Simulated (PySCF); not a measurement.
# C8H5Br: excited states, first hyperpolarisability

Aim: compute the excited states, first hyperpolarisability of C8H5Br (`C#Cc1ccc(Br)cc1`).

Computed with PySCF 2.14.0 and routines of our own; the level stands in each step. Atoms count from 0.

### 1 The system as given

14 atoms, charge 0, multiplicity 1; geometry from: GFN2-xTB.

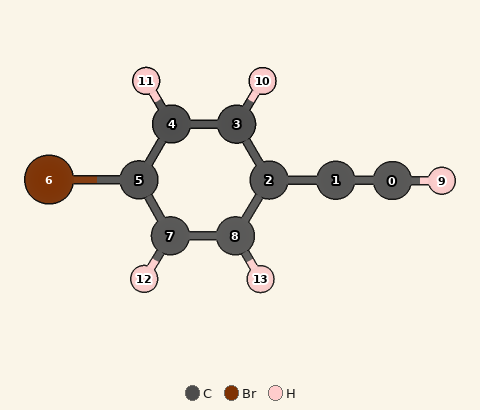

The starting geometry (carbon dark grey, bromine brown, hydrogen pink).

### 2 Relaxing the molecule at PBE0-D3(BJ)/def2-SVP

Job settings and geometry (Å):

```
{"job": {"xc": "PBE0", "basis": "def2-SVP", "d3": "d3bj", "grid": 2, "kind": "geom"}, "charge": 0, "multiplicity": 1}
C      3.348077    -0.499070     0.227650
C      2.163698    -0.322334     0.143711
C      0.767128    -0.113811     0.048271
C      0.268589     1.100772    -0.424640
C     -1.094012     1.304695    -0.516490
C     -1.957862     0.291043    -0.134296
Br    -3.840649     0.570099    -0.265970
C     -1.482369    -0.920958     0.339590
C     -0.119272    -1.122103     0.429111
H      4.383150    -0.653596     0.301388
H      0.953257     1.882343    -0.718459
H     -1.484856     2.241920    -0.881860
H     -2.171339    -1.697437     0.634620
H      0.265782    -2.062036     0.795209
```

Started as:

```console
> OMP_NUM_THREADS=1 python excited_run.py task.json out
```

The driver reads the jobs from task.json and runs them one after another.

Log:

```text
step   0  E = -2880.76198508  max force = 0.020770
step   1  E = -2880.76400537  max force = 0.003611
step   2  E = -2880.76404212  max force = 0.000925
step   3  E = -2880.76404358  max force = 0.000843
step   4  E = -2880.76404776  max force = 0.000178
optimisation converged
```

Run time: 75 s. Hardware: 1 thread of Intel Xeon Platinum 8488C, shared host; peak memory 0.81 GiB.

Along the way:

```
step  energy from step 0 (eV)  largest force component (eV/Å)
   0                   0.0000                          1.0680
   1                  -0.0550                          0.1857
   2                  -0.0560                          0.0476
   3                  -0.0560                          0.0433
   4                  -0.0561                          0.0092
```

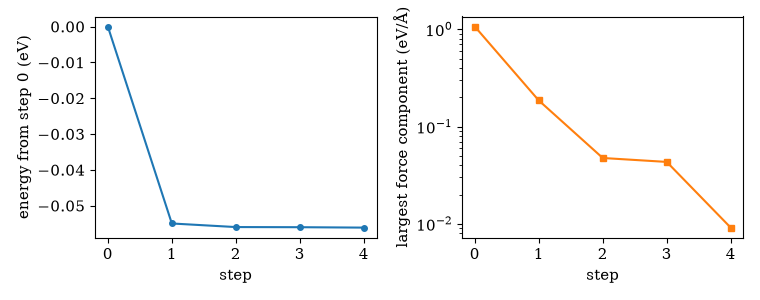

Energy and force, step by step.

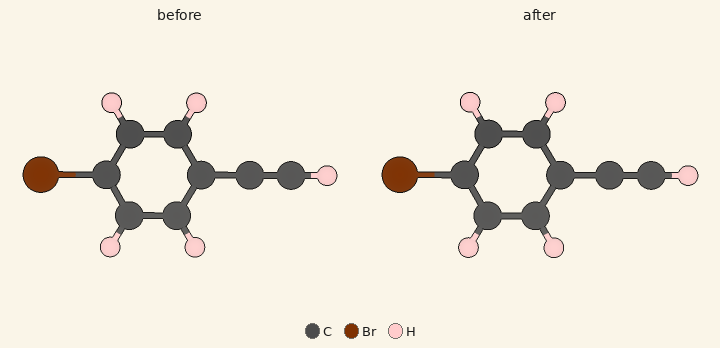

The geometry before (left) and after (right).

Distances of close pairs at the start and the end, largest changes first:

```
  bond  before (Å)  after (Å)  change (Å)
 C0–H9       1.049      1.074      +0.025
C5–Br6       1.908      1.884      -0.024
 C1–C2       1.415      1.428      +0.013
 C0–C1       1.200      1.213      +0.013
C7–H12       1.079      1.091      +0.012
C4–H11       1.079      1.091      +0.012
C8–H13       1.080      1.091      +0.012
C3–H10       1.080      1.092      +0.012
```

The next job starts from the end point, and lists it.

```
                         at the end point                value
  point group (found at 0.08 Å tolerance)                  C2v
rotational constants (GHz, main isotopes)  5.671, 0.468, 0.433
                        dipole moment (D)                 0.95
```

### 3 Excited states: TDA CAM-B3LYP/def2-TZVP

Job settings and geometry (Å):

```
{"job": {"kind": "states", "xc": "CAM-B3LYP", "basis": "def2-TZVP", "tda": true, "soc": true, "nstates": 6, "ntriplets": 5, "nquad": 4}, "charge": 0, "multiplicity": 1}
C      4.262897    -0.409760     0.284404
C      3.065723    -0.230781     0.203439
C      1.656418    -0.020311     0.108631
C      1.145664     1.198931    -0.367294
C     -0.225198     1.406351    -0.460261
C     -1.100410     0.390549    -0.075923
Br    -2.959896     0.667682    -0.200157
C     -0.616529    -0.828105     0.399362
C      0.755518    -1.028807     0.489761
H      5.323080    -0.568035     0.356190
H      1.837424     1.988652    -0.665954
H     -0.617468     2.354850    -0.830419
H     -1.312078    -1.614523     0.696598
H      1.142952    -1.979460     0.860596
```

With the program's defaults for keys left out, this is: TDA CAM-B3LYP/def2-TZVP excited states, vertical, gas phase, spin-orbit mean-field couplings.

Log:

```text
coarse grid: 61136 points
cycle   1  E = -2881.9600134189  dE =  6.958e-01  |g| = 4.648e-01  |ddm| = 4.293e+00
cycle   2  E = -2881.9767390667  dE = -1.673e-02  |g| = 3.722e-01  |ddm| = 9.152e-01
cycle   3  E = -2882.0019549810  dE = -2.522e-02  |g| = 1.033e-01  |ddm| = 3.764e-01
cycle   4  E = -2882.0043858200  dE = -2.431e-03  |g| = 3.956e-02  |ddm| = 1.287e-01
cycle   5  E = -2882.0047326012  dE = -3.468e-04  |g| = 8.024e-03  |ddm| = 4.411e-02
cycle   6  E = -2882.0047478618  dE = -1.526e-05  |g| = 2.382e-03  |ddm| = 1.273e-02
cycle   7  E = -2882.0047492614  dE = -1.400e-06  |g| = 1.170e-03  |ddm| = 4.222e-03
final grid: 129600 points
cycle   8  E = -2882.0047350883  dE =  5.098e-07  |g| = 1.970e-03  |ddm| = 5.635e-03
cycle   9  E = -2882.0047331262  dE =  1.962e-06  |g| = 3.473e-03  |ddm| = 3.351e-03
cycle  10  E = -2882.0047360236  dE = -2.897e-06  |g| = 1.246e-04  |ddm| = 1.977e-03
cycle  11  E = -2882.0047360265  dE = -2.907e-09  |g| = 1.926e-05  |ddm| = 1.097e-04
cycle  12  E = -2882.0047360267  dE = -2.542e-10  |g| = 1.915e-05  |ddm| = 8.391e-05
converged SCF energy = -2882.0047360267

Singlet excitations
state   eV       nm        f     d(h-e)  d(exc)  Lambda  PR(NTO)  |dmu|/D   mu/D   main configurations
  1   5.0654   244.8   0.00051   0.003   3.112   0.583   1.904    0.002    1.029   H->L+1 0.60, H-1->L 0.37
  2   5.2762   235.0   0.56779   0.057   3.420   0.805   1.331    0.304    0.727   H->L 0.85
  3   5.5907   221.8   0.00000   1.412   3.135   0.378   1.035    4.855    5.886   H-2->L 0.85, H-2->L+6 0.08
  4   5.8600   211.6   0.00006   1.227   3.415   0.448   1.023    4.140    5.171   H->L+2 0.83, H-3->L+2 0.13
  5   6.2411   198.7   0.00000   0.855   2.879   0.384   1.034                     H->L+3 0.73, H-3->L+3 0.21
  6   6.5170   190.2   0.00082   0.590   3.210   0.699   2.093                     H-3->L 0.62, H-2->L+3 0.16, H-1->L+1 0.09

Triplet excitations (Tamm-Dancoff)
state   eV     d(h-e)  d(exc)  Lambda  PR(NTO)   main configurations
  1   3.4400   0.020   3.080   0.807   1.280   H->L 0.85
  2   4.4425   0.111   3.048   0.576   1.548   H->L+1 0.73, H-1->L 0.22
  3   4.5823   0.009   2.602   0.882   1.251   H-1->L+1 0.88
  4   4.8339   0.314   2.957   0.595   1.551   H-1->L 0.75, H->L+1 0.22
  5   5.2134   0.965   2.892   0.382   1.318   H-2->L 0.69, H-2->L+6 0.12
S1 - T1 = 1.6254 eV

Spin-orbit couplings |<S|Hso|T>| (cm-1)
             T1       T2       T3       T4       T5
S0        0.031    4.712    0.011    0.097   10.240
S1        0.325    0.001    0.117    0.001    0.838
S2        0.012    0.072    0.003    0.258    4.649
S3        8.054    0.593    1.075    1.080    0.002
S4      104.611   10.295   21.121    3.896    4.172
S5        2.582    1.846    0.423    0.346    0.008
S6        0.021    0.199    0.005    0.228   34.061
T1 sublevels (cm-1): 0.000 0.558 0.561   radiative rates (1/s): 0.482 1.27e-07 0.00773
```

It took 1.8 min on 1 thread of Intel Xeon Platinum 8488C, shared host; peak memory 1.4 GiB.

Key values:

```
  quantity    value
S1 less T1  1.63 eV
```

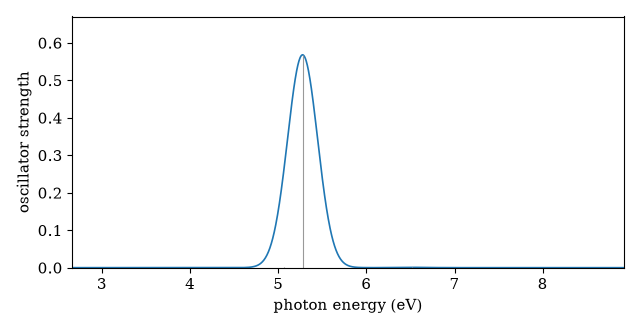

Absorption lines of the singlets. Lines are broadened to a width of 0.40 eV (Gaussian).

### 4 Excited states: TDDFT CAM-B3LYP/aug-cc-pVDZ

Settings changed since step 3:

```diff
@@ -1,2 +1,2 @@
-{"job": {"kind": "states", "xc": "CAM-B3LYP", "basis": "def2-TZVP", "tda": true, "soc": true, "nstates": 6, "ntriplets": 5, "nquad": 4}, "charge": 0, "multiplicity": 1}
+{"job": {"kind": "states", "xc": "CAM-B3LYP", "basis": "aug-cc-pVDZ", "tpa": true, "nstates": 8, "nquad": 6, "ntriplets": 0}, "charge": 0, "multiplicity": 1}
 C      4.262897    -0.409760     0.284404
```

With the program's defaults for keys left out, this is: TDDFT CAM-B3LYP/aug-cc-pVDZ excited states, vertical, gas phase, two-photon moments by quadratic response.

Log:

```text
coarse grid: 61136 points
cycle   1  E = -2881.8577817030  dE =  7.707e-01  |g| = 3.431e-01  |ddm| = 6.393e+01
cycle   2  E = -2881.8706094875  dE = -1.283e-02  |g| = 3.164e-01  |ddm| = 5.959e+00
cycle   3  E = -2881.8942270946  dE = -2.362e-02  |g| = 7.891e-02  |ddm| = 2.804e+00
cycle   4  E = -2881.8957527597  dE = -1.526e-03  |g| = 3.141e-02  |ddm| = 7.533e-01
cycle   5  E = -2881.8960110365  dE = -2.583e-04  |g| = 6.463e-03  |ddm| = 2.878e-01
cycle   6  E = -2881.8960213279  dE = -1.029e-05  |g| = 1.945e-03  |ddm| = 6.468e-02
cycle   7  E = -2881.8960223540  dE = -1.026e-06  |g| = 1.009e-03  |ddm| = 1.630e-02
final grid: 129600 points
cycle   8  E = -2881.8960021767  dE =  4.284e-07  |g| = 1.727e-03  |ddm| = 5.814e-02
cycle   9  E = -2881.8960006137  dE =  1.563e-06  |g| = 3.044e-03  |ddm| = 2.228e-02
cycle  10  E = -2881.8960029260  dE = -2.312e-06  |g| = 6.339e-05  |ddm| = 1.537e-02
cycle  11  E = -2881.8960029271  dE = -1.124e-09  |g| = 2.013e-05  |ddm| = 5.102e-04
cycle  12  E = -2881.8960029273  dE = -1.846e-10  |g| = 1.485e-05  |ddm| = 2.947e-04
converged SCF energy = -2881.8960029273

Singlet excitations
state   eV       nm        f     d(h-e)  d(exc)  Lambda  PR(NTO)  |dmu|/D   mu/D   delta(TPA)   sigma/GM   main configurations
  1   4.9916   248.4   0.00035   0.012   3.131   0.571   1.883    0.053    1.131        4.79      0.044   H->L+1 0.64, H-1->L 0.33
  2   5.0362   246.2   0.47226   0.115   3.477   0.769   1.345    0.534    0.545       42.73      0.397   H->L 0.90
  3   5.5532   223.3   0.00000   1.365   3.172   0.356   1.033    4.550    5.629        0.41      0.005   H-2->L 0.84
  4   5.6524   219.3   0.00056   1.232   3.815   0.311   1.059    4.380    5.459        0.13      0.001   H->L+5 0.38, H->L+2 0.32, H->L+6 0.10
  5   6.1381   202.0   0.00000   1.060   3.179   0.284   1.067    4.667    3.588        2.22      0.031   H->L+8 0.52, H-3->L+8 0.14
  6   6.1797   200.6   0.00001   0.099   4.682   0.293   1.174    0.034    1.054      157.30      2.201   H->L+2 0.58, H->L+5 0.21
  7   6.2563   198.2   0.24214   0.338   3.403   0.564   2.101                                            H-1->L 0.62, H->L+1 0.34
  8   6.3888   194.1   0.01167   0.385   3.136   0.632   2.579                                            H-3->L 0.54, H-1->L+1 0.16, H-2->L+8 0.09
```

Run time: 98 s. Hardware: 1 thread of Intel Xeon Platinum 8488C, shared host; peak memory 1.3 GiB.

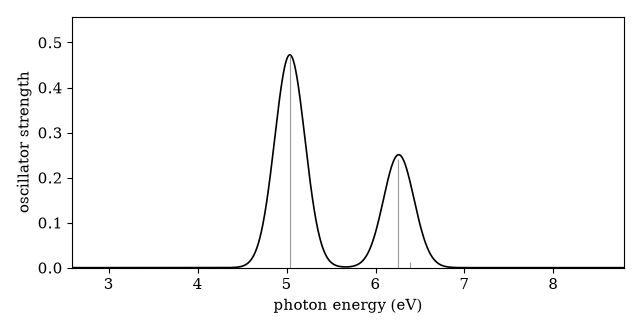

Absorption lines of the singlets. Lines are broadened to a width of 0.40 eV (Gaussian).

### 5 First hyperpolarisability: quadratic response CAM-B3LYP/aug-cc-pVDZ

Settings changed since step 4:

```diff
@@ -1,2 +1,2 @@
-{"job": {"kind": "states", "xc": "CAM-B3LYP", "basis": "aug-cc-pVDZ", "tpa": true, "nstates": 8, "nquad": 6, "ntriplets": 0}, "charge": 0, "multiplicity": 1}
+{"job": {"kind": "beta", "xc": "CAM-B3LYP", "basis": "aug-cc-pVDZ"}, "charge": 0, "multiplicity": 1}
 C      4.262897    -0.409760     0.284404
```

Method: quadratic response CAM-B3LYP/aug-cc-pVDZ first hyperpolarisability, Taylor convention, gas phase.

Log:

```text
coarse grid: 61136 points
cycle   1  E = -2881.8577817030  dE =  7.707e-01  |g| = 3.431e-01  |ddm| = 6.393e+01
cycle   2  E = -2881.8706094875  dE = -1.283e-02  |g| = 3.164e-01  |ddm| = 5.959e+00
cycle   3  E = -2881.8942270946  dE = -2.362e-02  |g| = 7.891e-02  |ddm| = 2.804e+00
cycle   4  E = -2881.8957527597  dE = -1.526e-03  |g| = 3.141e-02  |ddm| = 7.533e-01
cycle   5  E = -2881.8960110365  dE = -2.583e-04  |g| = 6.463e-03  |ddm| = 2.878e-01
cycle   6  E = -2881.8960213279  dE = -1.029e-05  |g| = 1.945e-03  |ddm| = 6.468e-02
cycle   7  E = -2881.8960223540  dE = -1.026e-06  |g| = 1.009e-03  |ddm| = 1.630e-02
final grid: 129600 points
cycle   8  E = -2881.8960021767  dE =  4.284e-07  |g| = 1.727e-03  |ddm| = 5.814e-02
cycle   9  E = -2881.8960006137  dE =  1.563e-06  |g| = 3.044e-03  |ddm| = 2.228e-02
cycle  10  E = -2881.8960029260  dE = -2.312e-06  |g| = 6.339e-05  |ddm| = 1.537e-02
cycle  11  E = -2881.8960029271  dE = -1.122e-09  |g| = 2.013e-05  |ddm| = 5.101e-04
cycle  12  E = -2881.8960029273  dE = -1.896e-10  |g| = 1.485e-05  |ddm| = 2.947e-04
converged SCF energy = -2881.8960029273

Lowest singlets (eV, f): 4.9916 0.0003  5.0362 0.4723  5.5532 0.0000

First hyperpolarisability (au)
process     nm      |vector|   parallel      HRS      DR
static         -      353.05    -211.83     147.95   4.807
shg       1907.0      384.61    -230.76     160.94   4.834
eope      1907.0      363.11    -217.87          -       -
shg       1064.0      472.15    -283.29     196.98   4.892
eope      1064.0      386.99     -232.2          -       -
```

Run time: 75 s. Hardware: 1 thread of Intel Xeon Platinum 8488C, shared host; peak memory 1.2 GiB.

### 6 What came out

| quantity | value |
| --- | --- |
| point group | C2v |
| rotational constants (main isotopes) | 5.67, 0.47, 0.43 GHz |
| S1 less T1 (step 3, TDA CAM-B3LYP/def2-TZVP) | 1.63 eV |
| β vector (step 5, quadratic response CAM-B3LYP/aug-cc-pVDZ) | static 353, SHG 1907.0 nm 385, SHG 1064.0 nm 472 au |

In words: Relaxing lowered the energy by 0.056 eV in 4 steps; the close pair that moved most is C0–H9, from 1.049 to 1.074 Å. Scalar relativity is left out for the heavy atoms. In step 3, the number of triplets below S1 is 4, and the largest singlet-triplet spin-orbit coupling is S4–T1, 104.61 cm⁻¹. Steps that list no spin-orbit terms leave them out, which matters at and beside the heavy atoms. β grows from 353 au (static) to 472 au for doubling at 1064.0 nm: normal dispersion, which grows as twice the photon energy moves toward the bright states.
